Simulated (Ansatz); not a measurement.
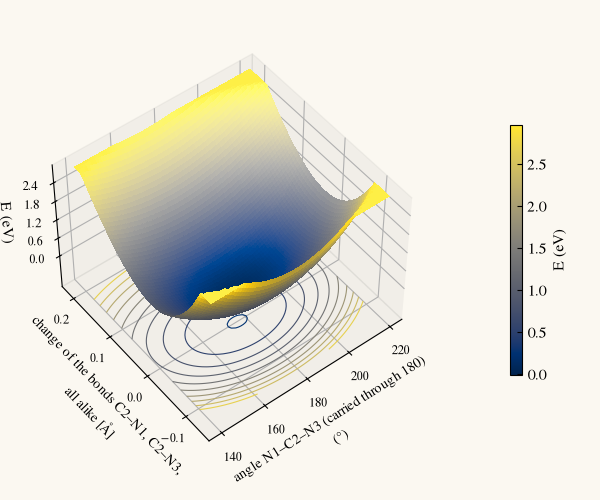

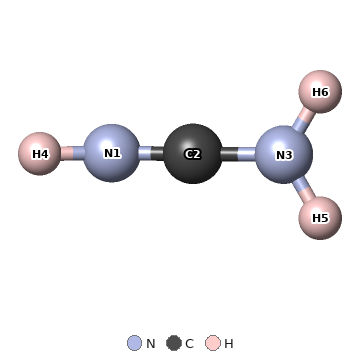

Energy landscape of CH3N2, charge +1. The first coordinate is: angle N1–C2–N3 (carried through 180); the second: change of the bonds C2–N1, C2–N3, all alike. Nothing is relaxed (all other coordinates rigid). Grid: 9 × 9 points. Points are written as (first, second). Energies are in eV, from the lowest grid point. These are results of Ansatz, RKS wB97M-V/def2-TZVP, not measurements.

Drawn: a relief with its contours projected below, any walls above the top of the colour scale cut off. Between grid points the surface is interpolated. The second picture is the structure at the lowest point.

Q: Where are the wells?

A: The lowest grid point is at (180°, −0.006 Å). It is the only kind of minimum in the scanned range. The highest grid point, (220°, −0.134 Å), lies 4.27 eV above the lowest. Round the minimum the two coordinates are nearly uncoupled.

Grid values (eV):

```
second ↓, first →   140   150   160   170   180   190   200   210   220
            0.207  3.26  3.05  2.94  2.90  2.93  3.04  3.22  3.47  3.81
            0.164  2.44  2.18  2.03  1.97  2.00  2.10  2.29  2.57  2.96
            0.122  1.76  1.45  1.26  1.18  1.20  1.30  1.51  1.81  2.24
            0.079  1.24  0.87  0.65  0.54  0.54  0.65  0.87  1.21  1.69
            0.036  0.96  0.53  0.26  0.13  0.12  0.23  0.47  0.85  1.38
           −0.006  0.99  0.49  0.18  0.02  0.00  0.12  0.37  0.79  1.37
           −0.049  1.42  0.85  0.49  0.30  0.26  0.39  0.67  1.12  1.78
           −0.091  2.35  1.70  1.28  1.06  1.01  1.14  1.45  1.95  2.68
           −0.134  3.97  3.22  2.74  2.48  2.42  2.56  2.89  3.45  4.27
```

Time for the 81 points that were run: 9.9 min on 1 thread of Arm Neoverse V2, with other jobs on the host.
